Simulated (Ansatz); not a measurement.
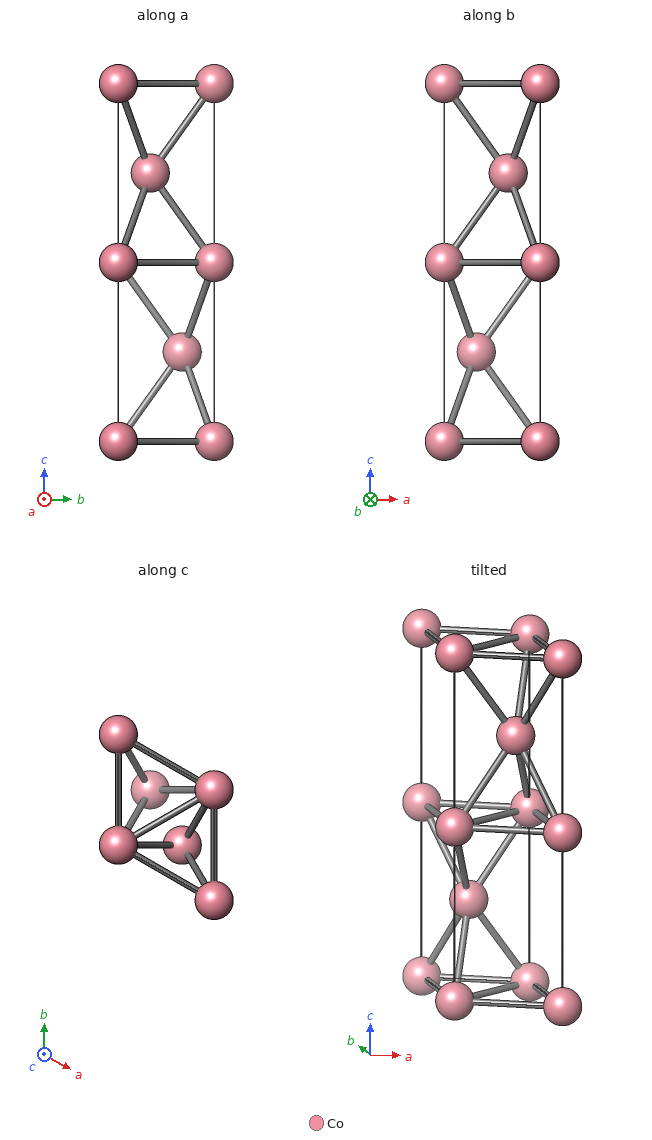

View along the a axis, along the b axis, along the c axis and slightly off an axis, drawn as a ball-and-stick model. Thin lines show the conventional unit cell, with boundary atoms drawn in all their periodic places.

Lattice parameters: a = 2.631 Å, b = 2.631 Å, c = 8.509 Å, α = 90.00°, β = 90.00°, γ = 120.00°.

> Reconstruct the structure as a table of Wyckoff sites.

Space group P6_3/mmc (No. 194).
| atom | site | x | y | z |
| --- | --- | --- | --- | --- |
| Co | 2a | 0.0000 | 0.0000 | 0.0000 |
| Co | 2c | 0.3333 | 0.6667 | 0.2500 |

The structure comes from a structure type filled with this element by a generator (whether the element takes this form wasn't checked). Earlier steps of the study may have refined or changed the cell and positions. An electronic-structure calculation with Ansatz was run on it.

At this level of theory the cell isn't at rest (stretched, at -16 GPa), so its distances can differ from those at equilibrium, the more so the softer the solid.
